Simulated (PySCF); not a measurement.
Consider C$_{4}$H$_{10}$O$_{3}$SSi (SMILES O=S(=O)(O)[C@H]1CC[SiH2]C1).

```yaml
atoms:
  - { symbol: O, position_ang: [2.1394, -0.8780, 1.3238] }
  - { symbol: S, position_ang: [1.5631, 0.1475, 0.5129] }
  - { symbol: O, position_ang: [0.9924, 1.2788, 1.1913] }
  - { symbol: O, position_ang: [2.7258, 0.7476, -0.4586] }
  - { symbol: C, position_ang: [0.4561, -0.5118, -0.7449] }
  - { symbol: C, position_ang: [-0.4564, -1.4870, -0.0277] }
  - { symbol: C, position_ang: [-1.2628, -0.6899, 0.9994] }
  - { symbol: Si, position_ang: [-1.5521, 1.0071, 0.1787] }
  - { symbol: C, position_ang: [-0.3208, 0.6812, -1.2467] }
  - { symbol: H, position_ang: [3.1336, 1.5268, -0.0759] }
  - { symbol: H, position_ang: [1.1171, -0.9778, -1.4742] }
  - { symbol: H, position_ang: [-1.1243, -1.9555, -0.7554] }
  - { symbol: H, position_ang: [0.1385, -2.2674, 0.4508] }
  - { symbol: H, position_ang: [-0.6659, -0.5636, 1.9002] }
  - { symbol: H, position_ang: [-2.1678, -1.2261, 1.2783] }
  - { symbol: H, position_ang: [-1.3616, 2.2020, 0.9813] }
  - { symbol: H, position_ang: [-2.9036, 1.0274, -0.4161] }
  - { symbol: H, position_ang: [-0.8170, 0.4383, -2.1864] }
  - { symbol: H, position_ang: [0.3564, 1.5095, -1.4382] }
```

Geometry: GFN2-xTB.

Method: PBE0/pcSseg-1, SCF density, gas phase, non-relativistic in PySCF 2.14.0.

### Predict the electron density and electron localisation function between the atoms.

C–Si (1.91 Å): the density is about 0.9 e/Å³ at the midpoint; the ELF peaks at about 0.95 between the atoms: localised, covalent bonding.

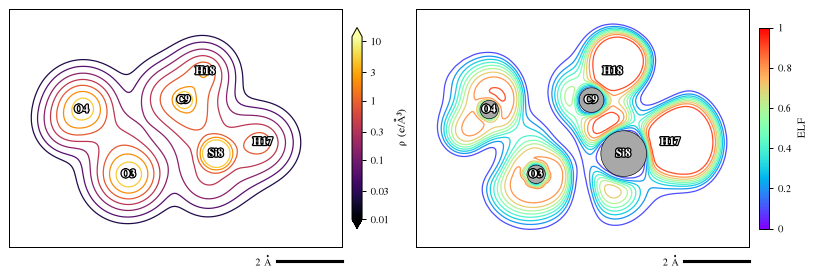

Computed electron density and electron localisation function on the plane of atoms Si8, C9 and H18, in this order. Grey discs cover the atomic cores in the ELF map. 
